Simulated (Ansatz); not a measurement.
A computed series for ZnS: pressure series

Take ZnS in the zinc blende structure (space group F-43m, No. 216; a = 5.443 Å) as the base.

Cell and atoms are relaxed at each pressure.

All numbers come from PBE in Ansatz (plane waves to 420 eV, PAW, no SOC).

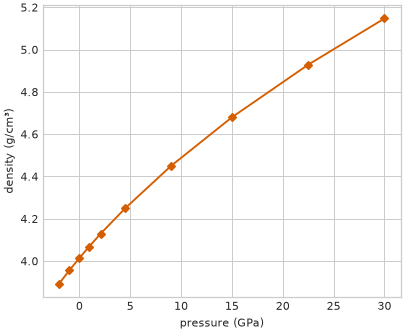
Figure. Density against pressure

Problem. From the plot, what is the density for pressure 2.1 GPa?

Solution. About 4.1 g/cm³.

Problem. Is the trend monotonic over the range shown?

Solution. Yes, it rises throughout, spanning 3.89 g/cm³ to 5.15 g/cm³.

Load acts through the strain it causes; cell and atoms are relaxed under it. Stability against distortions was not tested. Measured, ZnS leaves this structure (for rock salt) near 14.7 GPa (temperature not stated; as listed in Datta, Sujoy, Jana, Debnarayan, arXiv (2020)), on rising pressure, with hysteresis.

Ansatz is a quantum-chemistry and plane-wave program.
